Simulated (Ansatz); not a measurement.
## Nudged elastic band of CH5AlO (part 1 of 2)

- system: CH5AlO
- method: RHF/def2-SVPD (Ansatz 0.2.0)

The run did not end well. One setting was made poor on purpose. It belongs to a series of runs on one base structure; here: band between the two ends.

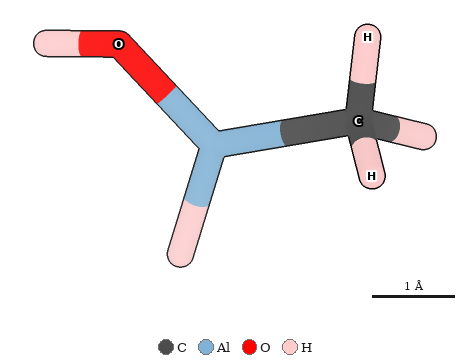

Fig. 1: The starting structure (stick view, seen at a tilt). Sticks mark near contacts. Bond lengths as drawn: Al–C 1.96 Å, Al–H 1.58 Å, Al–O 1.71 Å, C–H 1.09 to 1.10 Å and H–O 0.94 Å.

### Outcome

```json
{"quantity": "outcome", "value": "not converged"}
{"quantity": "barrier, forward (band not converged)", "value": "4.020 eV"}
{"quantity": "barrier, backward", "value": "1.800 eV"}
{"quantity": "hardware", "value": "2 threads of Arm Neoverse V1, 24 GiB of memory available, shared host"}
{"quantity": "wall time", "value": "4.5 min (CPU time 8.5 min)"}
{"quantity": "peak memory", "value": "0.19 GiB"}
```

### Diagnosis

The run did not converge: “NEB band did not converge after 60 iterations: max|band force component| = 4.43e-1 eV/Å (threshold 5.0e-2); raise `neb.max_iterations` in a new run, which can start from the last band evaluated (`neb.initial_path`, with `crystal.atoms` and `neb.final_atoms` set to its first and last images), add images, or start from endpoints closer to local minima …” Its last values are not results. A deliberately poor setting: step length.

### Input file
```yaml
crystal:
  periodic: [false, false, false]
  atoms:
    - { symbol: C, position_ang: [-0.777613, 0.990803, -0.075752] }
    - { symbol: Al, position_ang: [0.578026, -0.407727, -0.263713] }
    - { symbol: O, position_ang: [0.591774, -1.673806, 0.881703] }
    - { symbol: H, position_ang: [-0.314722, 1.950818, 0.177831] }
    - { symbol: H, position_ang: [-1.502187, 0.757532, 0.707985] }
    - { symbol: H, position_ang: [-1.327935, 1.150137, -1.008469] }
    - { symbol: H, position_ang: [1.668333, -0.417889, -1.410904] }
    - { symbol: H, position_ang: [1.176523, -2.407066, 0.935519] }
basis:
  gaussian: { orbitals: def2-SVPD }
hamiltonian:
  xc: hf
neb:
  order_check: false
  images: 5
  f_tol: 0.05
  max_iterations: 60
  max_displacement: 0.02
  optimiser: fire
  final_atoms:
    - { symbol: C, position_ang: [-0.82933743, 0.91135059, -0.08829811] }
    - { symbol: Al, position_ang: [0.17438152, 0.00382186, -1.5936041] }
    - { symbol: O, position_ang: [1.12632368, -1.22613866, 0.06088251] }
    - { symbol: H, position_ang: [-0.14875781, 1.41679961, 0.61186006] }
    - { symbol: H, position_ang: [-1.4276172, 0.2013306, 0.50044262] }
    - { symbol: H, position_ang: [-1.52213774, 1.67456473, -0.45851374] }
    - { symbol: H, position_ang: [1.77627609, -1.89752528, -0.0743188] }
    - { symbol: H, position_ang: [0.94306789, -1.14140146, 0.98574956] }
  initial_path:
    images:
      - { positions_ang: [[-0.777613, 0.990803, -0.075752], [0.578026, -0.407727, -0.263713], [0.591774, -1.673806, 0.881703], [-0.314722, 1.950818, 0.177831], [-1.502187, 0.757532, 0.707985], [-1.327935, 1.150137, -1.008469], [1.668333, -0.417889, -1.410904], [1.176523, -2.407066, 0.935519]] }
      - { positions_ang: [[-0.76713181, 0.99949749, -0.06750702], [0.63499926, -0.31489443, -0.3301107], [0.64845887, -1.72814227, 0.64831716], [-0.33466034, 1.95970851, 0.28214845], [-1.50972537, 0.67318394, 0.65462826], [-1.31382072, 1.22660791, -1.00910966], [1.52501525, -0.69223341, -1.21849977], [1.20906386, -2.18092575, 0.98433328]] }
      - { positions_ang: [[-0.75665061, 1.00819199, -0.05926204], [0.69197251, -0.22206185, -0.39650839], [0.70514375, -1.78247854, 0.41493131], [-0.35459869, 1.96859902, 0.3864659], [-1.51726374, 0.58883588, 0.60127153], [-1.29970645, 1.30307881, -1.00975032], [1.38169751, -0.96657781, -1.02609555], [1.24160472, -1.9547855, 1.03314755]] }
      - { positions_ang: [[-0.74616942, 1.01688648, -0.05101706], [0.74894577, -0.12922928, -0.46290609], [0.76182862, -1.83681481, 0.18154547], [-0.37453703, 1.97748953, 0.49078335], [-1.52480211, 0.50448781, 0.54791479], [-1.28559217, 1.37954972, -1.01039098], [1.23837976, -1.24092222, -0.83369132], [1.27414558, -1.72864524, 1.08196183]] }
      - { positions_ang: [[-0.77389209, 0.98170785, -0.06344407], [0.55742435, -0.0848789, -0.83980542], [0.88332698, -1.63325609, 0.14132448], [-0.29927729, 1.79059289, 0.53114225], [-1.49240714, 0.40343541, 0.53209074], [-1.3644407, 1.47788806, -0.8264319], [1.41767854, -1.45978991, -0.58056715], [1.16378635, -1.53289732, 1.04989107]] }
      - { positions_ang: [[-0.80161476, 0.94652922, -0.07587109], [0.36590293, -0.04052852, -1.21670476], [1.00482533, -1.42969737, 0.10110349], [-0.22401755, 1.60369625, 0.57150115], [-1.46001217, 0.30238301, 0.51626668], [-1.44328922, 1.57622639, -0.64247282], [1.59697731, -1.67865759, -0.32744297], [1.05342712, -1.33714939, 1.01782031]] }
      - { positions_ang: [[-0.82933743, 0.91135059, -0.08829811], [0.17438152, 0.00382186, -1.5936041], [1.12632368, -1.22613866, 0.06088251], [-0.14875781, 1.41679961, 0.61186006], [-1.4276172, 0.2013306, 0.50044262], [-1.52213774, 1.67456473, -0.45851374], [1.77627609, -1.89752528, -0.0743188], [0.94306789, -1.14140146, 0.98574956]] }
```

Launched with:
```bash
ansatz run input.yaml --threads 2 --pin off --max-ram 3072MiB --backend cpu --events-out ev --progress --plain --runs-dir out
```

### Log
```
Engine: ansatz 0.2.0, aarch64-unknown-linux-gnu
Functional definition: HF
  exchange = exact_x
  correlation = 0
1095 factors; integrals over basis functions are off by at most 2.9e-4 eV
mean field evaluation 1: about -9723.2613 eV, gradient 4.2e1 eV
mean field evaluation 2: about -9723.2614 eV, gradient 4.2e1 eV
mean field evaluation 4: about -9726.9753 eV, gradient 3.2e0 eV
mean field evaluation 8: about -9727.0112 eV, gradient 1.6e-3 eV
mean field -9727.01122239 eV, -357.4610692179 hartree, gradient 1.8e-5 eV, S^2 0.000000; 0 other end points of the search recorded, 0 dependent functions left out
the calculation of the forces begins
reference -9727.01122239 eV, -357.4610692179 hartree; 16, 16 occupied and 91, 91 virtual orbitals, 1095 factors
1095 factors; integrals over basis functions are off by at most 9.1e-4 eV
mean field evaluation 16: about -9724.7913 eV, gradient 2.5e-1 eV
mean field -9724.79180779 eV, -357.3795072355 hartree, gradient 2.4e-5 eV, S^2 0.000000; 0 other end points of the search recorded, 0 dependent functions left out
[... from here on the field's lines of each further geometry are left out, up to the last ...]
NEB iter   1: max|band force component| = 1.645e1 eV/Å  barrier→ = 6.3333 eV  barrier← = 4.1139 eV  Δτ_max = 0.0200 Å  (207 SCF iters)
NEB iter   2: max|band force component| = 1.123e1 eV/Å  barrier→ = 6.1108 eV  barrier← = 3.8914 eV  Δτ_max = 0.0200 Å  (118 SCF iters)
NEB iter   3: max|band force component| = 7.172e0 eV/Å  barrier→ = 5.8279 eV  barrier← = 3.6085 eV  Δτ_max = 0.0200 Å  (117 SCF iters)
NEB iter   4: max|band force component| = 4.808e0 eV/Å  barrier→ = 5.5346 eV  barrier← = 3.3152 eV  Δτ_max = 0.0200 Å  (118 SCF iters)
NEB iter   5: max|band force component| = 4.167e0 eV/Å  barrier→ = 5.2757 eV  barrier← = 3.0563 eV  Δτ_max = 0.0200 Å  (120 SCF iters)
NEB iter   6: max|band force component| = 3.796e0 eV/Å  barrier→ = 5.0535 eV  barrier← = 2.8341 eV  Δτ_max = 0.0200 Å  (120 SCF iters)
NEB iter   7: max|band force component| = 3.466e0 eV/Å  barrier→ = 4.8694 eV  barrier← = 2.6500 eV  Δτ_max = 0.0200 Å  (119 SCF iters)
NEB iter   8: max|band force component| = 3.181e0 eV/Å  barrier→ = 4.7203 eV  barrier← = 2.5008 eV  Δτ_max = 0.0200 Å  (117 SCF iters)
NEB iter   9: max|band force component| = 2.936e0 eV/Å  barrier→ = 4.5953 eV  barrier← = 2.3759 eV  Δτ_max = 0.0200 Å  (117 SCF iters)
NEB iter  10: max|band force component| = 2.726e0 eV/Å  barrier→ = 4.4855 eV  barrier← = 2.2661 eV  Δτ_max = 0.0200 Å  (117 SCF iters)
NEB iter  11: max|band force component| = 2.545e0 eV/Å  barrier→ = 4.3844 eV  barrier← = 2.1649 eV  Δτ_max = 0.0200 Å  (114 SCF iters)
NEB iter  12: max|band force component| = 2.388e0 eV/Å  barrier→ = 4.2876 eV  barrier← = 2.0682 eV  Δτ_max = 0.0200 Å  (116 SCF iters)
NEB iter  13: max|band force component| = 2.249e0 eV/Å  barrier→ = 4.1925 eV  barrier← = 1.9731 eV  Δτ_max = 0.0200 Å  (116 SCF iters)
NEB iter  14: max|band force component| = 2.120e0 eV/Å  barrier→ = 4.0979 eV  barrier← = 1.8785 eV  Δτ_max = 0.0200 Å  (114 SCF iters)
NEB iter  15: max|band force component| = 1.995e0 eV/Å  barrier→ = 4.0040 eV  barrier← = 1.7845 eV  Δτ_max = 0.0200 Å  (115 SCF iters)
NEB iter  16: max|band force component| = 1.868e0 eV/Å  barrier→ = 3.9116 eV  barrier← = 1.6922 eV  Δτ_max = 0.0200 Å  (115 SCF iters)
NEB iter  17: max|band force component| = 1.733e0 eV/Å  barrier→ = 3.8227 eV  barrier← = 1.6032 eV  Δτ_max = 0.0200 Å  (114 SCF iters)
NEB iter  18: max|band force component| = 1.588e0 eV/Å  barrier→ = 3.7397 eV  barrier← = 1.5203 eV  Δτ_max = 0.0200 Å  (115 SCF iters)
NEB iter  19: max|band force component| = 1.438e0 eV/Å  barrier→ = 3.6663 eV  barrier← = 1.4469 eV  Δτ_max = 0.0200 Å  (114 SCF iters)
NEB iter  20: max|band force component| = 1.280e0 eV/Å  barrier→ = 3.6026 eV  barrier← = 1.3831 eV  Δτ_max = 0.0200 Å  (114 SCF iters)
NEB iter  21: max|band force component| = 1.118e0 eV/Å  barrier→ = 3.5486 eV  barrier← = 1.3292 eV  Δτ_max = 0.0183 Å  (113 SCF iters)
NEB iter  22: max|band force component| = 9.692e-1 eV/Å  barrier→ = 3.5083 eV  barrier← = 1.2889 eV  Δτ_max = 0.0200 Å  (113 SCF iters)
NEB iter  23: max|band force component| = 8.084e-1 eV/Å  barrier→ = 3.4712 eV  barrier← = 1.2518 eV  Δτ_max = 0.0135 Å  (115 SCF iters)
NEB iter  24: max|band force component| = 7.004e-1 eV/Å  barrier→ = 3.4561 eV  barrier← = 1.2366 eV  Δτ_max = 0.0200 Å  (115 SCF iters)
NEB iter  25: max|band force component| = 5.667e-1 eV/Å  barrier→ = 3.4400 eV  barrier← = 1.2206 eV  Δτ_max = 0.0115 Å  (114 SCF iters)
NEB iter  26: max|band force component| = 5.196e-1 eV/Å  barrier→ = 3.4382 eV  barrier← = 1.2188 eV  Δτ_max = 0.0200 Å  (115 SCF iters)
NEB iter  27: max|band force component| = 2.681e0 eV/Å  barrier→ = 3.4388 eV  barrier← = 1.2194 eV  CI = image 3  Δτ_max = 0.0200 Å  (114 SCF iters)
NEB iter  28: max|band force component| = 2.575e0 eV/Å  barrier→ = 3.5519 eV  barrier← = 1.3325 eV  CI = image 3  Δτ_max = 0.0200 Å  (116 SCF iters)
NEB iter  29: max|band force component| = 2.431e0 eV/Å  barrier→ = 3.6593 eV  barrier← = 1.4399 eV  CI = image 3  Δτ_max = 0.0200 Å  (116 SCF iters)
NEB iter  30: max|band force component| = 2.253e0 eV/Å  barrier→ = 3.7600 eV  barrier← = 1.5406 eV  CI = image 3  Δτ_max = 0.0200 Å  (116 SCF iters)
NEB iter  31: max|band force component| = 2.040e0 eV/Å  barrier→ = 3.8525 eV  barrier← = 1.6331 eV  CI = image 3  Δτ_max = 0.0200 Å  (117 SCF iters)
NEB iter  32: max|band force component| = 1.790e0 eV/Å  barrier→ = 3.9353 eV  barrier← = 1.7159 eV  CI = image 3  Δτ_max = 0.0200 Å  (116 SCF iters)
NEB iter  33: max|band force component| = 1.502e0 eV/Å  barrier→ = 4.0063 eV  barrier← = 1.7868 eV  CI = image 3  Δτ_max = 0.0200 Å  (116 SCF iters)
NEB iter  34: max|band force component| = 1.173e0 eV/Å  barrier→ = 4.0628 eV  barrier← = 1.8434 eV  CI = image 3  Δτ_max = 0.0200 Å  (116 SCF iters)
NEB iter  35: max|band force component| = 7.992e-1 eV/Å  barrier→ = 4.1010 eV  barrier← = 1.8816 eV  CI = image 3  Δτ_max = 0.0141 Å  (116 SCF iters)
NEB iter  36: max|band force component| = 7.650e-1 eV/Å  barrier→ = 4.1128 eV  barrier← = 1.8934 eV  CI = image 3  Δτ_max = 0.0200 Å  (115 SCF iters)
NEB iter  37: max|band force component| = 7.389e-1 eV/Å  barrier→ = 4.1088 eV  barrier← = 1.8894 eV  CI = image 3  Δτ_max = 0.0123 Å  (113 SCF iters)
NEB iter  38: max|band force component| = 6.723e-1 eV/Å  barrier→ = 4.0986 eV  barrier← = 1.8792 eV  CI = image 3  Δτ_max = 0.0200 Å  (113 SCF iters)
NEB iter  39: max|band force component| = 5.607e-1 eV/Å  barrier→ = 4.0842 eV  barrier← = 1.8648 eV  CI = image 3  Δτ_max = 0.0090 Å  (114 SCF iters)
NEB iter  40: max|band force component| = 5.125e-1 eV/Å  barrier→ = 4.0793 eV  barrier← = 1.8599 eV  CI = image 3  Δτ_max = 0.0172 Å  (116 SCF iters)
NEB iter  41: max|band force component| = 3.985e-1 eV/Å  barrier→ = 4.0720 eV  barrier← = 1.8526 eV  CI = image 3  Δτ_max = 0.0200 Å  (115 SCF iters)
NEB iter  42: max|band force component| = 2.495e-1 eV/Å  barrier→ = 4.0658 eV  barrier← = 1.8464 eV  CI = image 3  Δτ_max = 0.0041 Å  (115 SCF iters)
NEB iter  43: max|band force component| = 2.368e-1 eV/Å  barrier→ = 4.0638 eV  barrier← = 1.8444 eV  CI = image 3  Δτ_max = 0.0082 Å  (116 SCF iters)
NEB iter  44: max|band force component| = 2.214e-1 eV/Å  barrier→ = 4.0602 eV  barrier← = 1.8407 eV  CI = image 3  Δτ_max = 0.0120 Å  (114 SCF iters)
NEB iter  45: max|band force component| = 1.969e-1 eV/Å  barrier→ = 4.0553 eV  barrier← = 1.8359 eV  CI = image 3  Δτ_max = 0.0154 Å  (115 SCF iters)
NEB iter  46: max|band force component| = 1.773e-1 eV/Å  barrier→ = 4.0499 eV  barrier← = 1.8305 eV  CI = image 3  Δτ_max = 0.0182 Å  (115 SCF iters)
NEB iter  47: max|band force component| = 1.536e-1 eV/Å  barrier→ = 4.0443 eV  barrier← = 1.8249 eV  CI = image 3  Δτ_max = 0.0200 Å  (114 SCF iters)
NEB iter  48: max|band force component| = 1.302e-1 eV/Å  barrier→ = 4.0384 eV  barrier← = 1.8190 eV  CI = image 3  Δτ_max = 0.0026 Å  (116 SCF iters)
NEB iter  49: max|band force component| = 1.229e-1 eV/Å  barrier→ = 4.0376 eV  barrier← = 1.8182 eV  CI = image 3  Δτ_max = 0.0050 Å  (116 SCF iters)
NEB iter  50: max|band force component| = 1.152e-1 eV/Å  barrier→ = 4.0363 eV  barrier← = 1.8168 eV  CI = image 3  Δτ_max = 0.0073 Å  (116 SCF iters)
NEB iter  51: max|band force component| = 1.021e-1 eV/Å  barrier→ = 4.0347 eV  barrier← = 1.8153 eV  CI = image 3  Δτ_max = 0.0094 Å  (114 SCF iters)
NEB iter  52: max|band force component| = 9.342e-2 eV/Å  barrier→ = 4.0328 eV  barrier← = 1.8133 eV  CI = image 3  Δτ_max = 0.0111 Å  (111 SCF iters)
NEB iter  53: max|band force component| = 8.799e-2 eV/Å  barrier→ = 4.0303 eV  barrier← = 1.8109 eV  CI = image 3  Δτ_max = 0.0124 Å  (115 SCF iters)
NEB iter  54: max|band force component| = 8.726e-2 eV/Å  barrier→ = 4.0276 eV  barrier← = 1.8082 eV  CI = image 3  Δτ_max = 0.0150 Å  (115 SCF iters)
NEB iter  55: max|band force component| = 9.005e-2 eV/Å  barrier→ = 4.0251 eV  barrier← = 1.8056 eV  CI = image 3  Δτ_max = 0.0176 Å  (116 SCF iters)
NEB iter  56: max|band force component| = 8.449e-2 eV/Å  barrier→ = 4.0229 eV  barrier← = 1.8035 eV  CI = image 3  Δτ_max = 0.0200 Å  (115 SCF iters)
NEB iter  57: max|band force component| = 2.209e-1 eV/Å  barrier→ = 4.0197 eV  barrier← = 1.8002 eV  CI = image 3  Δτ_max = 0.0057 Å  (114 SCF iters)
NEB iter  58: max|band force component| = 5.768e-1 eV/Å  barrier→ = 4.0198 eV  barrier← = 1.8004 eV  CI = image 3  Δτ_max = 0.0038 Å  (116 SCF iters)
```
